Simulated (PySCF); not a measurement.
# GeTe (SMILES [Ge][Te]) at CCSDT/STO-3G

Aim: the vertical singlet–triplet gap of GeTe at CCSDT/STO-3G, from 2 runs. 

The results are computed with PySCF 2.14.0.

8 further runs of the same task are left out: 8 set aside as unsound or not needed.

### Step 1. Starting point

The species is GeTe (2 atoms), meant as a singlet with charge 0. SMILES: `[Ge][Te]`. The bond length is the measured one.

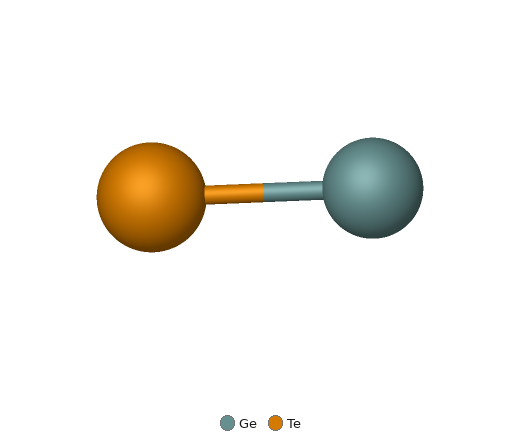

The structure, seen from a chosen angle (germanium teal, tellurium orange).

### Step 2. The energy at CCSDT/STO-3G

Contents of start.xyz:

```xyz
2
GeTe
Ge     0.000000     0.000000     0.000000
Te     0.000000     0.000000     2.340165
```

Contents of input.py:

```python
from pyscf import gto, scf, cc

mol = gto.M(
    atom='start.xyz',
    basis='sto-3g',
    charge=0,
    verbose=4,
    spin=0,
    max_memory=1860,
)

hf = scf.RHF(mol)
hf.conv_tol = 1e-10
hf.kernel()
if not hf.converged:
    hf = hf.newton().run(hf.mo_coeff, hf.mo_occ)

mycc = cc.CCSDT(hf, frozen=27)
mycc.kernel()
etot = mycc.e_tot
print('E = %.10f Eh' % etot)
```

Command:

```console
$ OMP_NUM_THREADS=1 python input.py
```

Log:

```text
PySCF version 2.14.0

[INPUT] num. atoms = 2
[INPUT] num. electrons = 84
[INPUT] charge = 0
[INPUT] spin (= nelec alpha-beta = 2S) = 0
[INPUT] symmetry False subgroup None
[INPUT] Mole.unit = angstrom
[INPUT] Symbol           X                Y                Z      unit          X                Y                Z       unit  Magmom
[INPUT]  1 Ge     0.000000000000   0.000000000000   0.000000000000 AA    0.000000000000   0.000000000000   0.000000000000 Bohr   0.0
[INPUT]  2 Te     0.000000000000   0.000000000000   2.340165000000 AA    0.000000000000   0.000000000000   4.422270936293 Bohr   0.0

nuclear repulsion = 376.277262060957
number of shells = 19
number of NR pGTOs = 135
number of NR cGTOs = 45
basis = sto-3g
ecp = {}

******** <class 'pyscf.scf.hf.RHF'> ********
method = RHF
initial guess = minao
damping factor = 0
level_shift factor = 0
DIIS = <class 'pyscf.scf.diis.CDIIS'>
diis_start_cycle = 1
diis_space = 8
diis_damp = 0
SCF conv_tol = 1e-10
SCF conv_tol_grad = None
SCF max_cycles = 50
direct_scf = True
direct_scf_tol = 1e-13
Set gradient conv threshold to 1e-05
Initial guess from minao.
init E= -8575.82672411878
  HOMO = -0.646049517879402  LUMO = -0.397210909650579  gap/eV = 6.77124
cycle= 1 E= -8598.80053282109  delta_E=  -23  |g|= 0.398  |ddm|= 2.15
  HOMO = -0.178463112450959  LUMO = 0.0995924763321906  gap/eV = 7.56628
cycle= 2 E= -8598.81950577251  delta_E= -0.019  |g|= 0.358  |ddm|= 1.64
  HOMO = -0.21756022013783  LUMO = 0.150186716229205  gap/eV = 10.00690
cycle= 3 E= -8598.88655857515  delta_E= -0.0671  |g|= 0.0404  |ddm|= 0.81
  HOMO = -0.223243481857286  LUMO = 0.148164899416681  gap/eV = 10.10654
cycle= 4 E= -8598.88766024649  delta_E= -0.0011  |g|= 0.00823  |ddm|= 0.115
  HOMO = -0.224167193020519  LUMO = 0.147372082501083  gap/eV = 10.11010
cycle= 5 E= -8598.88772932457  delta_E= -6.91e-05  |g|= 0.00168  |ddm|= 0.0371
  HOMO = -0.224038230426915  LUMO = 0.147366961535616  gap/eV = 10.10645
cycle= 6 E= -8598.88773301836  delta_E= -3.69e-06  |g|= 0.000467  |ddm|= 0.00869
  HOMO = -0.224015405794582  LUMO = 0.147349039143212  gap/eV = 10.10534
cycle= 7 E= -8598.88773325756  delta_E= -2.39e-07  |g|= 6.45e-05  |ddm|= 0.00247
  HOMO = -0.224019808339589  LUMO = 0.147348767330563  gap/eV = 10.10545
cycle= 8 E= -8598.88773326223  delta_E= -4.67e-09  |g|= 2.21e-06  |ddm|= 0.000358
  HOMO = -0.224019110182554  LUMO = 0.147347843813986  gap/eV = 10.10541
cycle= 9 E= -8598.88773326224  delta_E= -9.09e-12  |g|= 1.78e-07  |ddm|= 1.37e-05
  HOMO = -0.224019203792741  LUMO = 0.147347966834615  gap/eV = 10.10542
Extra cycle  E= -8598.88773326224  delta_E= 5.46e-12  |g|= 7.01e-08  |ddm|= 4.62e-07
converged SCF energy = -8598.88773326224

******** <class 'pyscf.cc.rccsdt.RCCSDT'> ********
RCCSDT nocc = 15, nmo = 18
Allocating only the i<=j<=k part of the T3 amplitude in memory
frozen orbitals 27
max_cycle = 50
conv_tol = 1e-07
conv_tol_normt = 1e-06
diis with the T3 amplitude
diis_space = 6
diis_start_cycle = 0
diis_start_energy_diff = 1e+09
einsum_backend: numpy
_make_eris_incore_RCCSDT
blksize  8    blksize_oovv  4    blksize_oooo  4    blksize_vvvv  1
Approximate memory usage estimate
    T3 memory                 143 KB
    R3 memory                 143 KB
    Symmetrized T3 memory    12.7 KB
    ERIs memory               820 KB
    T1-ERIs memory            820 KB
    Intermediates memory      820 KB
    Block workspace          64.1 KB
    T3 einsum buffer         64.1 KB
Init t2, MP2 energy = -8598.956194928240  E_corr(MP2) -0.068461666003
Init E_corr(RCCSDT) = -0.0684616660029973
cycle =  1  E_corr(RCCSDT) = -0.065076797562  dE =  3.384868440507e-03  norm(d tamps) = 1.17273455e-01
cycle =  2  E_corr(RCCSDT) = -0.083855995342  dE = -1.877919777920e-02  norm(d tamps) = 9.20060106e-02
cycle =  3  E_corr(RCCSDT) = -0.079377146171  dE =  4.478849170329e-03  norm(d tamps) = 6.28837958e-02
cycle =  4  E_corr(RCCSDT) = -0.082949306882  dE = -3.572160710356e-03  norm(d tamps) = 1.47337546e-02
cycle =  5  E_corr(RCCSDT) = -0.082793306973  dE =  1.559999091863e-04  norm(d tamps) = 2.39308874e-03
cycle =  6  E_corr(RCCSDT) = -0.082773604023  dE =  1.970294983707e-05  norm(d tamps) = 8.66061738e-04
cycle =  7  E_corr(RCCSDT) = -0.082788129383  dE = -1.452536077283e-05  norm(d tamps) = 3.02036760e-04
cycle =  8  E_corr(RCCSDT) = -0.082783184183  dE =  4.945200578435e-06  norm(d tamps) = 1.37468290e-04
cycle =  9  E_corr(RCCSDT) = -0.082786918778  dE = -3.734595014335e-06  norm(d tamps) = 6.09128717e-05
cycle = 10  E_corr(RCCSDT) = -0.082784975899  dE =  1.942879173336e-06  norm(d tamps) = 2.62873924e-05
cycle = 11  E_corr(RCCSDT) = -0.082785897577  dE = -9.216779422866e-07  norm(d tamps) = 1.51291021e-05
cycle = 12  E_corr(RCCSDT) = -0.082786109460  dE = -2.118829707243e-07  norm(d tamps) = 6.43172072e-06
cycle = 13  E_corr(RCCSDT) = -0.082786130945  dE = -2.148493094545e-08  norm(d tamps) = 1.85184243e-06
cycle = 14  E_corr(RCCSDT) = -0.082786136440  dE = -5.495333466055e-09  norm(d tamps) = 1.05915359e-06
cycle = 15  E_corr(RCCSDT) = -0.082786102619  dE =  3.382069378721e-08  norm(d tamps) = 5.62711714e-07
RCCSDT converged
E(RCCSDT) = -8598.970519364855   E_corr = -0.08278610261921214
E_corr(same-spin) = -0.0153169213212416
E_corr(oppo-spin) = -0.0674691812979705
E = -8598.9705193649 Eh
```

It took 2.2 s on 1 thread of Arm Neoverse V2, shared host; peak memory 0.11 GiB.

### Step 3. The triplet, same level

Contents of run.py:

```python
from pyscf import gto, cc

molecule = gto.M(
    atom='''
Ge   0.000000   0.000000   0.000000
Te   0.000000   0.000000   2.340165
''',
    max_memory=1860,
    spin=2,
    basis='sto-3g',
    verbose=4,
)

mf = molecule.UHF()
mf.conv_tol = 1e-10
mf.kernel()
if not mf.converged:
    mf = mf.newton().run(mf.mo_coeff, mf.mo_occ)

mycc = cc.CCSDT(mf, frozen=27)
mycc.kernel()
etot = mycc.e_tot
print('E = %.10f Eh' % etot)
```

Command:

```console
$ OMP_NUM_THREADS=1 python run.py
```

Log:

```text
PySCF version 2.14.0

[INPUT] num. atoms = 2
[INPUT] num. electrons = 84
[INPUT] charge = 0
[INPUT] spin (= nelec alpha-beta = 2S) = 2
[INPUT] symmetry False subgroup None
[INPUT] Mole.unit = angstrom
[INPUT] Symbol           X                Y                Z      unit          X                Y                Z       unit  Magmom
[INPUT]  1 Ge     0.000000000000   0.000000000000   0.000000000000 AA    0.000000000000   0.000000000000   0.000000000000 Bohr   0.0
[INPUT]  2 Te     0.000000000000   0.000000000000   2.340165000000 AA    0.000000000000   0.000000000000   4.422270936293 Bohr   0.0

nuclear repulsion = 376.277262060957
number of shells = 19
number of NR pGTOs = 135
number of NR cGTOs = 45
basis = sto-3g
ecp = {}

******** <class 'pyscf.scf.uhf.UHF'> ********
method = UHF
initial guess = minao
damping factor = 0
level_shift factor = 0
DIIS = <class 'pyscf.scf.diis.CDIIS'>
diis_start_cycle = 1
diis_space = 8
diis_damp = 0
SCF conv_tol = 1e-10
SCF conv_tol_grad = None
SCF max_cycles = 50
direct_scf = True
direct_scf_tol = 1e-13
number electrons alpha = 43  beta = 41
Set gradient conv threshold to 1e-05
init E= -8575.82672411878

[... the frontier-level lines of each cycle are left out ...]



cycle= 1 E= -8598.7613034443  delta_E= -22.9  |g|= 0.219  |ddm|= 1.81
cycle= 2 E= -8598.79660191887  delta_E= -0.0353  |g|= 0.0715  |ddm|= 0.613
cycle= 3 E= -8598.80359329249  delta_E= -0.00699  |g|= 0.0268  |ddm|= 0.228
cycle= 4 E= -8598.80495712052  delta_E= -0.00136  |g|= 0.0114  |ddm|= 0.0864
cycle= 5 E= -8598.80573423522  delta_E= -0.000777  |g|= 0.00774  |ddm|= 0.079
cycle= 6 E= -8598.80653440392  delta_E= -0.0008  |g|= 0.00664  |ddm|= 0.0982
cycle= 7 E= -8598.80764240171  delta_E= -0.00111  |g|= 0.00647  |ddm|= 0.154
cycle= 8 E= -8598.80948537509  delta_E= -0.00184  |g|= 0.00758  |ddm|= 0.267
cycle= 9 E= -8598.80914456208  delta_E= 0.000341  |g|= 0.00943  |ddm|= 0.0433
cycle= 10 E= -8598.80262891  delta_E= 0.00652  |g|= 0.0461  |ddm|= 1.07
cycle= 11 E= -8598.80594368274  delta_E= -0.00331  |g|= 0.00754  |ddm|= 1.45
cycle= 12 E= -8598.80571808212  delta_E= 0.000226  |g|= 0.00829  |ddm|= 0.0311
cycle= 13 E= -8598.807453844  delta_E= -0.00174  |g|= 0.00693  |ddm|= 0.227
cycle= 14 E= -8598.80820685254  delta_E= -0.000753  |g|= 0.00615  |ddm|= 0.105
cycle= 15 E= -8598.80885521402  delta_E= -0.000648  |g|= 0.00625  |ddm|= 0.0937
cycle= 16 E= -8598.80709047556  delta_E= 0.00176  |g|= 0.00646  |ddm|= 0.252
cycle= 17 E= -8598.80965348402  delta_E= -0.00256  |g|= 0.00617  |ddm|= 0.364
cycle= 18 E= -8598.80703646579  delta_E= 0.00262  |g|= 0.00927  |ddm|= 0.365
cycle= 19 E= -8598.80075312706  delta_E= 0.00628  |g|= 0.0462  |ddm|= 0.384
cycle= 20 E= -8598.81156044347  delta_E= -0.0108  |g|= 0.0135  |ddm|= 1.09
cycle= 21 E= -8598.75588472658  delta_E= 0.0557  |g|= 0.154  |ddm|= 1.63
cycle= 22 E= -8598.80898034025  delta_E= -0.0531  |g|= 0.0222  |ddm|= 1.34
cycle= 23 E= -8598.79767918749  delta_E= 0.0113  |g|= 0.0559  |ddm|= 1.12
cycle= 24 E= -8598.8092709783  delta_E= -0.0116  |g|= 0.0217  |ddm|= 0.32
cycle= 25 E= -8598.81176153871  delta_E= -0.00249  |g|= 0.0065  |ddm|= 0.186
cycle= 26 E= -8598.81207597985  delta_E= -0.000314  |g|= 0.0029  |ddm|= 0.241
cycle= 27 E= -8598.8121665267  delta_E= -9.05e-05  |g|= 0.00161  |ddm|= 0.0415
cycle= 28 E= -8598.81220607944  delta_E= -3.96e-05  |g|= 0.000335  |ddm|= 0.0598
cycle= 29 E= -8598.81220705916  delta_E= -9.8e-07  |g|= 0.000175  |ddm|= 0.00372
cycle= 30 E= -8598.81220748886  delta_E= -4.3e-07  |g|= 7.57e-05  |ddm|= 0.00799
cycle= 31 E= -8598.81220758277  delta_E= -9.39e-08  |g|= 4.32e-06  |ddm|= 0.0025
cycle= 32 E= -8598.81220758268  delta_E= 9.28e-11  |g|= 4.42e-06  |ddm|= 2.67e-05
Extra cycle  E= -8598.81220758276  delta_E= -8.37e-11  |g|= 3.56e-06  |ddm|= 1.86e-05
converged SCF energy = -8598.81220758276  <S^2> = 2.5204931  2S+1 = 3.3289597

******** <class 'pyscf.cc.uccsdt.UCCSDT'> ********
UCCSDT nocc = (np.int64(16), np.int64(14)), nmo = (18, 18)
Allocating only the i<=j<=k part of the T3 amplitude in memory
frozen orbitals 27
max_cycle = 50
conv_tol = 1e-07
conv_tol_normt = 1e-06
diis with the T3 amplitude
diis_space = 6
diis_start_cycle = 0
diis_start_energy_diff = 1e+09
einsum_backend: numpy
_make_eris_incore_UCCSDT
blksize_o_aaa     8    blksize_v_aaa     4
blksize_o_aab     8    blksize_v_aab     4

WARN: A large `blksize_v_aaa` is being used, which may cause large memory consumption
      for storing contraction intermediates. If memory is sufficient, consider using
      `pyscf.cc.uccsdt_highm.UCCSDT` instead.

WARN: A large `blksize_v_aab` is being used, which may cause large memory consumption
      for storing contraction intermediates. If memory is sufficient, consider using
      `pyscf.cc.uccsdt_highm.UCCSDT` instead.

Approximate memory usage estimate
    T3 memory                 200 KB
    R3 memory                 200 KB
Init t2, MP2 energy = -0.0247038949021853
Init E_corr(UCCSDT) = -0.0247038949372991
cycle =  1  E_corr(UCCSDT) = -0.031241337168  dE = -6.537442230569e-03  norm(d tamps) = 8.14606577e-02
cycle =  2  E_corr(UCCSDT) = -0.035644006925  dE = -4.402669756979e-03  norm(d tamps) = 6.20265110e-02
cycle =  3  E_corr(UCCSDT) = -0.044328998645  dE = -8.684991720593e-03  norm(d tamps) = 5.18823795e-02
cycle =  4  E_corr(UCCSDT) = -0.048989905932  dE = -4.660907286168e-03  norm(d tamps) = 3.12665574e-02
cycle =  5  E_corr(UCCSDT) = -0.049308692150  dE = -3.187862184331e-04  norm(d tamps) = 2.05125400e-02
cycle =  6  E_corr(UCCSDT) = -0.050108068277  dE = -7.993761272600e-04  norm(d tamps) = 1.25265001e-02
cycle =  7  E_corr(UCCSDT) = -0.050914375032  dE = -8.063067547059e-04  norm(d tamps) = 9.30164462e-03
cycle =  8  E_corr(UCCSDT) = -0.050857469884  dE =  5.690514777256e-05  norm(d tamps) = 6.87436844e-03
cycle =  9  E_corr(UCCSDT) = -0.051125358596  dE = -2.678887113004e-04  norm(d tamps) = 4.59709423e-03
cycle = 10  E_corr(UCCSDT) = -0.051205569666  dE = -8.021107011149e-05  norm(d tamps) = 3.03484814e-03
cycle = 11  E_corr(UCCSDT) = -0.051396609925  dE = -1.910402595760e-04  norm(d tamps) = 2.06322707e-03
cycle = 12  E_corr(UCCSDT) = -0.051432420592  dE = -3.581066628105e-05  norm(d tamps) = 9.35814110e-04
cycle = 13  E_corr(UCCSDT) = -0.051470882228  dE = -3.846163640745e-05  norm(d tamps) = 6.48069943e-04
cycle = 14  E_corr(UCCSDT) = -0.051491081165  dE = -2.019893726118e-05  norm(d tamps) = 3.19766487e-04
cycle = 15  E_corr(UCCSDT) = -0.051505526066  dE = -1.444490075670e-05  norm(d tamps) = 2.14208082e-04
cycle = 16  E_corr(UCCSDT) = -0.051513363940  dE = -7.837873826577e-06  norm(d tamps) = 1.48073706e-04
cycle = 17  E_corr(UCCSDT) = -0.051516954234  dE = -3.590294556821e-06  norm(d tamps) = 1.01750970e-04
cycle = 18  E_corr(UCCSDT) = -0.051517831015  dE = -8.767807273408e-07  norm(d tamps) = 7.77064944e-05
cycle = 19  E_corr(UCCSDT) = -0.051518961935  dE = -1.130920127712e-06  norm(d tamps) = 6.31564712e-05
cycle = 20  E_corr(UCCSDT) = -0.051519809833  dE = -8.478979250728e-07  norm(d tamps) = 5.33583925e-05
cycle = 21  E_corr(UCCSDT) = -0.051520972476  dE = -1.162643399041e-06  norm(d tamps) = 4.13931015e-05
cycle = 22  E_corr(UCCSDT) = -0.051522203856  dE = -1.231380000910e-06  norm(d tamps) = 2.85817839e-05
cycle = 23  E_corr(UCCSDT) = -0.051523321572  dE = -1.117715511804e-06  norm(d tamps) = 1.94628133e-05
cycle = 24  E_corr(UCCSDT) = -0.051524292797  dE = -9.712253431424e-07  norm(d tamps) = 1.40441841e-05
cycle = 25  E_corr(UCCSDT) = -0.051525236175  dE = -9.433774569648e-07  norm(d tamps) = 1.05327806e-05
cycle = 26  E_corr(UCCSDT) = -0.051525833991  dE = -5.978158476305e-07  norm(d tamps) = 7.43691010e-06
cycle = 27  E_corr(UCCSDT) = -0.051526151966  dE = -3.179756843386e-07  norm(d tamps) = 5.07542970e-06
cycle = 28  E_corr(UCCSDT) = -0.051526316097  dE = -1.641303479377e-07  norm(d tamps) = 3.72285447e-06
cycle = 29  E_corr(UCCSDT) = -0.051526373974  dE = -5.787777203337e-08  norm(d tamps) = 2.73848769e-06
cycle = 30  E_corr(UCCSDT) = -0.051526392421  dE = -1.844687469443e-08  norm(d tamps) = 2.18762822e-06
cycle = 31  E_corr(UCCSDT) = -0.051526394458  dE = -2.036585143583e-09  norm(d tamps) = 1.77480665e-06
cycle = 32  E_corr(UCCSDT) = -0.051526406522  dE = -1.206450668534e-08  norm(d tamps) = 1.51705728e-06
cycle = 33  E_corr(UCCSDT) = -0.051526438892  dE = -3.236932843292e-08  norm(d tamps) = 1.22158745e-06
cycle = 34  E_corr(UCCSDT) = -0.051526477966  dE = -3.907440936091e-08  norm(d tamps) = 9.32192668e-07
UCCSDT converged
E(UCCSDT) = -8598.863734060726   E_corr = -0.05152647796616218
E_corr(same-spin) = -0.00571392632762442
E_corr(oppo-spin) = -0.0458125516385378
E = -8598.8637340607 Eh
```

Wall time 5.1 s (1 thread of Arm Neoverse V2, shared host); peak memory 0.13 GiB.

### Step 4. Summary of results

At CCSDT/STO-3G, 27 core orbitals frozen:

| quantity | value |
| --- | --- |
| singlet: total energy | -8598.97052 Eh |
| singlet: dipole moment (Hartree–Fock density) | 3.20 D |
| singlet: HOMO energy (Hartree–Fock orbitals) | -6.10 eV |
| singlet: LUMO energy (Hartree–Fock orbitals) | 4.01 eV |
| singlet: HOMO–LUMO gap (Hartree–Fock orbitals) | 10.11 eV |
| singlet: correlation energy (27 core orbitals frozen) | -82.8 mEh |
| singlet: T1 diagnostic | 0.020 |
| triplet: total energy | -8598.86373 Eh |
| triplet: dipole moment (Hartree–Fock density) | 2.99 D |
| triplet: HOMO energy (Hartree–Fock orbitals) (highest over α and β) | -4.02 eV |
| triplet: LUMO energy (Hartree–Fock orbitals) (lowest over α and β) | 2.40 eV |
| triplet: correlation energy (27 core orbitals frozen) | -51.5 mEh |
| triplet: ⟨S²⟩ of the reference determinant | 2.520 |
| triplet: T1 diagnostic | 0.050 |
| vertical energy of the triplet above the singlet | 2.906 eV |

**Reading.** At this shape the triplet lies 2.91 eV (280 kJ/mol) above the singlet. In a minimal basis such a difference can be off by several eV, whatever the method. Relativity is left out (singlet) although the molecule holds a heavy atom. ⟨S²⟩ (triplet) is 2.52 where a pure triplet has 2.00: the reference is spin-contaminated. The T1 diagnostic (triplet) of 0.050 is above the customary mark for such species, so a single reference may not serve. Relativity is left out (triplet) although the molecule holds a heavy atom.
